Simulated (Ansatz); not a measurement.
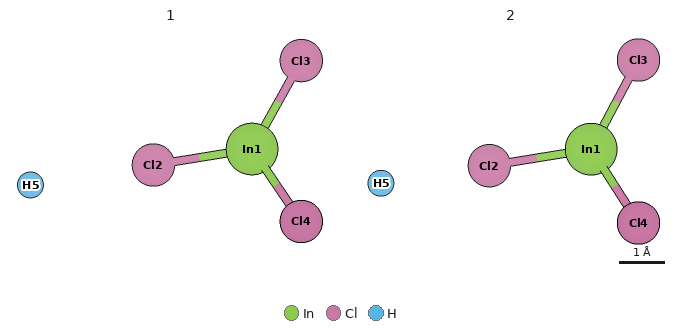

Two geometries of InHCl$_{3}$ (multiplicity 2), drawn at one scale. One is the start of a relaxation, the other its converged end. A ball-and-stick model, seen at a tilt.

Computed with Ansatz, UKS B3LYP-D4/def2-SVP. (collinear spin; force threshold 0.03 eV/Å; at most 50 steps)

> Which geometry has the lower energy?

Structure 1 is the relaxed one. The run prepares an end point of a later path (reaction) calculation, from a guessed geometry. The energy falls by 0.041 eV in 5 geometry steps. Largest force component: 0.85 eV/Å at the start, 0.0026 eV/Å at the end. The atom that moves furthest after the best rigid fit is H5 (0.25 Å). By element the largest moves are H 0.25 Å, Cl 0.10 Å, In 0.02 Å. Some distances before and after: In1–Cl2 2.414 → 2.339 Å. Bond angles that change, for instance: Cl3–In1–Cl4 122.6° → 120.1°.

Limits of the set-up: the start holds two separate molecules, 2.6 Å apart at their closest, whose relative position is a soft coordinate.
